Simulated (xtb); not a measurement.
Geometry relaxation, with input and output: CH8OSi2 (part 1 of 4)

The run: geometry relaxation of CH8OSi2. Method and program: GFN2-xTB (xtb 6.7.1).

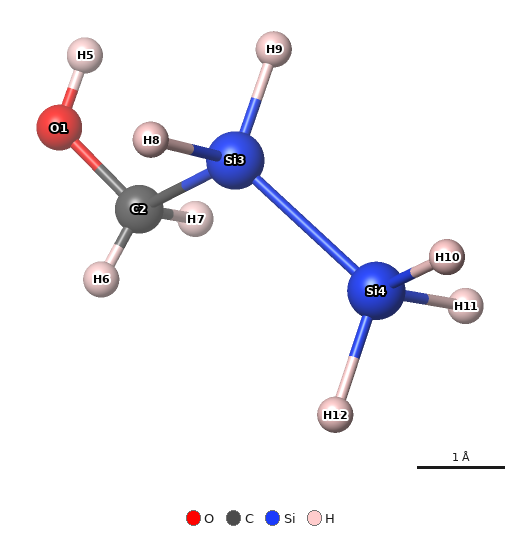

The structure as given in the input (ball-and-stick view, seen at a tilt; atoms are numbered from 1 in the order of the input). Bond lengths as drawn: C–H 0.95 to 1.22 Å, C–O 1.35 Å, C–Si 1.95 Å, H–O 0.89 Å, H–Si 1.40 to 1.57 Å and Si–Si 2.28 Å.

## Input file (coord)
```
$coord
     -1.058643472277      4.832728899334      0.162932186465  o
      0.255075232302      2.750231812735      0.859900975750  c
     -0.811580678743     -0.173476858241     -1.116525783474  si
      1.211805774678     -3.771553194051      0.085774668797  si
     -2.722452838703      4.652089979081      0.030953713921  h
      2.003487637328      3.056329650402      0.632850381876  h
     -0.229885183061      2.487843340331      3.107975865388  h
     -0.328415503199      0.533186226063     -3.958749463956  h
     -3.454211485942     -0.228694655602     -0.918406896568  h
      0.470995339302     -5.925859873385     -1.353459644979  h
      0.599988044569     -4.584475578342      2.855357277048  h
      4.124138294383     -3.687932813036     -0.009807678587  h
$end
```

## File detailed.inp
```
$opt
   hessian=old
$end
```

Machine: 1 thread of Intel Xeon (Sapphire Rapids), 16 GiB of memory available, shared host.

Launched with:
```bash
xtb coord -I detailed.inp --gfn 2 -o tight | tee xtb.out
```

## What the program printed
```
* xtb version 6.7.1
   ID    Z sym.   atoms
    1    8 o      1
    2    6 c      2
    3   14 si     3, 4
    4    1 h      5-12

           -------------------------------------------------
          |                Calculation Setup                |
           -------------------------------------------------

          program call               : xtb coord -I detailed.inp --gfn 2 -o tight
          coordinate file            : coord
          omp threads                :                     1

           -------------------------------------------------
          |                 G F N 2 - x T B                 |
           -------------------------------------------------

      * Hamiltonian:
        H0-scaling (s, p, d)           1.850000    2.230000    2.230000
        zeta-weighting                 0.500000
      * Dispersion:
        s8                             2.700000
        a1                             0.520000
        a2                             5.000000
        s9                             5.000000
      * Repulsion:
        kExp                           1.500000    1.000000
        rExp                           1.000000
      * Coulomb:
        alpha                          2.000000
        third order                    shell-resolved
        anisotropic                    true
        a3                             3.000000
        a5                             4.000000
        cn-shift                       1.200000
        cn-exp                         4.000000
        max-rad                        5.000000

          ...................................................
          :                      SETUP                      :
          :.................................................:
          :  # basis functions                  36          :
          :  # atomic orbitals                  34          :
          :  # shells                           18          :
          :  # electrons                        26          :
          :  max. iterations                   250          :
          :  Hamiltonian                  GFN2-xTB          :
          :  restarted?                      false          :
          :  GBSA solvation                  false          :
          :  PC potential                    false          :
          :  electronic temp.          300.0000000     K    :
          :  accuracy                    1.0000000          :
          :  -> integral cutoff          0.2500000E+02      :
          :  -> integral neglect         0.1000000E-07      :
          :  -> SCF convergence          0.1000000E-05 Eh   :
          :  -> wf. convergence          0.1000000E-03 e    :
          :  Broyden damping             0.4000000          :
          :  net charge                          0          :
          :  unpaired electrons                  0          :
          ...................................................

 iter      E             dE          RMSdq      gap      omega  full diag
   1    -13.7289779 -0.137290E+02  0.594E+00    4.37       0.0  T
   2    -13.8219660 -0.929882E-01  0.319E+00    3.78       1.0  T
   3    -13.8229199 -0.953904E-03  0.207E+00    4.07       1.0  T
   4    -13.8226243  0.295596E-03  0.634E-01    4.04       1.0  T
   5    -13.8238769 -0.125254E-02  0.443E-01    4.07       1.0  T
   6    -13.8240513 -0.174436E-03  0.188E-01    4.03       1.0  T
   7    -13.8240816 -0.302797E-04  0.657E-02    4.01       1.0  T
   8    -13.8240856 -0.400695E-05  0.184E-02    4.01       1.6  T
   9    -13.8240857 -0.138119E-06  0.896E-03    4.01       3.2  T
  10    -13.8240858 -0.954097E-07  0.318E-03    4.01       9.1  T
  11    -13.8240858 -0.118563E-07  0.135E-03    4.01      21.3  T
  12    -13.8240858 -0.160865E-08  0.798E-04    4.01      36.2  T
  13    -13.8240858 -0.362068E-09  0.191E-04    4.01     151.4  T

   *** convergence criteria satisfied after 13 iterations ***

         #    Occupation            Energy/Eh            Energy/eV
      -------------------------------------------------------------
         1        2.0000           -0.7683711             -20.9084
       ...           ...                  ...                  ...
         7        2.0000           -0.5049825             -13.7413
         8        2.0000           -0.4362648             -11.8714
         9        2.0000           -0.4313294             -11.7371
        10        2.0000           -0.4239101             -11.5352
        11        2.0000           -0.4220061             -11.4834
        12        2.0000           -0.3932766             -10.7016
        13        2.0000           -0.3690392             -10.0421 (HOMO)
        14                         -0.2216682              -6.0319 (LUMO)
        15                         -0.2134781              -5.8090
        16                         -0.1881055              -5.1186
        17                         -0.1687960              -4.5932
        18                         -0.1602902              -4.3617
       ...                                ...                  ...
        34                          0.9238424              25.1390
      -------------------------------------------------------------
                  HL-Gap            0.1473710 Eh            4.0102 eV
             Fermi-level           -0.2953537 Eh           -8.0370 eV

 SCC (total)                   0 d,  0 h,  0 min,  0.006 sec
 SCC setup                      ...        0 min,  0.000 sec (  1.150%)
 Dispersion                     ...        0 min,  0.000 sec (  0.717%)
 classical contributions        ...        0 min,  0.000 sec (  0.261%)
 integral evaluation            ...        0 min,  0.001 sec ( 15.001%)
 iterations                     ...        0 min,  0.003 sec ( 52.977%)
 molecular gradient             ...        0 min,  0.002 sec ( 28.796%)
 printout                       ...        0 min,  0.000 sec (  0.987%)

         :::::::::::::::::::::::::::::::::::::::::::::::::::::
         ::                     SUMMARY                     ::
         :::::::::::::::::::::::::::::::::::::::::::::::::::::
         :: total energy             -13.666949972341 Eh    ::
         :: gradient norm              0.265980686132 Eh/a0 ::
         :: HOMO-LUMO gap              4.010168531393 eV    ::
         ::.................................................::
         :: SCC energy               -13.824076169534 Eh    ::
         :: -> isotropic ES            0.042565353688 Eh    ::
         :: -> anisotropic ES          0.000448288922 Eh    ::
         :: -> anisotropic XC          0.001591475442 Eh    ::
         :: -> dispersion             -0.007083312792 Eh    ::
         :: repulsion energy           0.157126197193 Eh    ::
         :: add. restraining           0.000000000000 Eh    ::
         :: total charge               0.000000000000 e     ::
         :::::::::::::::::::::::::::::::::::::::::::::::::::::

      -----------------------------------------------------------
     |                   =====================                   |
     |                        A N C O P T                        |
     |                   =====================                   |
     |               Approximate Normal Coordinate               |
     |                Rational Function Optimizer                |
      -----------------------------------------------------------
      -----------------------------------------------------------
     |                   =====================                   |
     |                        A N C O P T                        |
     |                   =====================                   |
     |               Approximate Normal Coordinate               |
     |                Rational Function Optimizer                |
      -----------------------------------------------------------

          ...................................................
          :                      SETUP                      :
          :.................................................:
          :   optimization level             tight          :
          :   max. optcycles                   200          :
          :   ANC micro-cycles                  20          :
          :   degrees of freedom                30          :
          :.................................................:
          :   RF solver                   davidson          :
          :   write xtbopt.log                true          :
          :   linear?                        false          :
          :   energy convergence         0.1000000E-05 Eh   :
          :   grad. convergence          0.8000000E-03 Eh/α :
          :   maxmium RF displ.          1.0000000          :
          :   Hlow (freq-cutoff)         0.1000000E-01      :
          :   Hmax (freq-cutoff)         5.0000000          :
          :   S6 in model hess.         20.0000000          :
          ...................................................

generating ANC from exact Hessian ...
Using Lindh-Hessian (1995)
 Shifting diagonal of input Hessian by    1.0274817508450388E-002
 Lowest  eigenvalues of input Hessian
    0.010000    0.000000    0.000000    0.000000    0.000000    0.000000
    0.000000    0.010828    0.011173    0.012301    0.013549    0.014092
    0.016568    0.017854    0.020496    0.022075    0.026061    0.027526
 Highest eigenvalues
    0.610752    0.664022    0.748047    1.416614    1.462831    1.811711

........................................................................
.............................. CYCLE    1 ..............................
........................................................................

 iter      E             dE          RMSdq      gap      omega  full diag
   1    -13.8240858 -0.138241E+02  0.430E-05    4.01       0.0  T
   2    -13.8240858 -0.813571E-12  0.261E-05    4.01    1104.7  T
   3    -13.8240858  0.101252E-12  0.197E-05    4.01    1468.1  T
     SCC iter.                  ...        0 min,  0.001 sec
     gradient                   ...        0 min,  0.002 sec
 * total energy  :   -13.6669500 Eh     change       -0.2596323E-10 Eh
   gradient norm :     0.2659810 Eh/α   predicted     0.0000000E+00 (-100.00%)
   displ. norm   :     0.2965041 α      lambda       -0.5859051E-01
   maximum displ.:     0.1406640 α      in ANC's #29, #22, #20, ...

........................................................................
.............................. CYCLE    2 ..............................
........................................................................

 iter      E             dE          RMSdq      gap      omega  full diag
   1    -13.8205309 -0.138205E+02  0.730E-01    4.22       0.0  T
   2    -13.8206361 -0.105214E-03  0.473E-01    4.20       1.0  T
   3    -13.8206530 -0.169169E-04  0.142E-01    4.19       1.0  T
   4    -13.8206624 -0.934323E-05  0.744E-02    4.18       1.0  T
   5    -13.8206658 -0.345016E-05  0.223E-02    4.19       1.3  T
   6    -13.8206664 -0.626191E-06  0.123E-02    4.19       2.3  T
   7    -13.8206665 -0.740229E-07  0.515E-03    4.19       5.6  T
   8    -13.8206665 -0.184122E-07  0.276E-03    4.19      10.4  T
   9    -13.8206665 -0.356012E-08  0.937E-04    4.19      30.8  T
  10    -13.8206665 -0.399794E-09  0.275E-04    4.19     105.1  T
     SCC iter.                  ...        0 min,  0.002 sec
     gradient                   ...        0 min,  0.002 sec
 * total energy  :   -13.7030255 Eh     change       -0.3607551E-01 Eh
   gradient norm :     0.0759333 Eh/α   predicted    -0.3187074E-01 ( -11.66%)
   displ. norm   :     0.2492521 α      lambda       -0.1036116E-01
   maximum displ.:     0.0947241 α      in ANC's #10, #18, #14, ...

........................................................................
.............................. CYCLE    3 ..............................
........................................................................

 iter      E             dE          RMSdq      gap      omega  full diag
   1    -13.8302565 -0.138303E+02  0.601E-01    4.30       0.0  T
   2    -13.8303301 -0.736694E-04  0.409E-01    4.27       1.0  T
   3    -13.8303031  0.270112E-04  0.137E-01    4.27       1.0  T
   4    -13.8303496 -0.464631E-04  0.499E-02    4.26       1.0  T
   5    -13.8303511 -0.150471E-05  0.213E-02    4.26       1.4  T
   6    -13.8303515 -0.454807E-06  0.109E-02    4.27       2.6  T
   7    -13.8303516 -0.763583E-07  0.265E-03    4.27      10.9  T
   8    -13.8303516 -0.432097E-08  0.128E-03    4.27      22.6  T
   9    -13.8303516 -0.923874E-09  0.576E-04    4.27      50.1  T
  10    -13.8303516 -0.209468E-09  0.177E-04    4.27     163.1  T
     SCC iter.                  ...        0 min,  0.002 sec
     gradient                   ...        0 min,  0.002 sec
 * total energy  :   -13.7082413 Eh     change       -0.5215781E-02 Eh
   gradient norm :     0.0174693 Eh/α   predicted    -0.5502432E-02 (   5.50%)
   displ. norm   :     0.1148738 α      lambda       -0.8784964E-03
   maximum displ.:     0.0553598 α      in ANC's #16, #7, #3, ...

........................................................................
.............................. CYCLE    4 ..............................
........................................................................
```
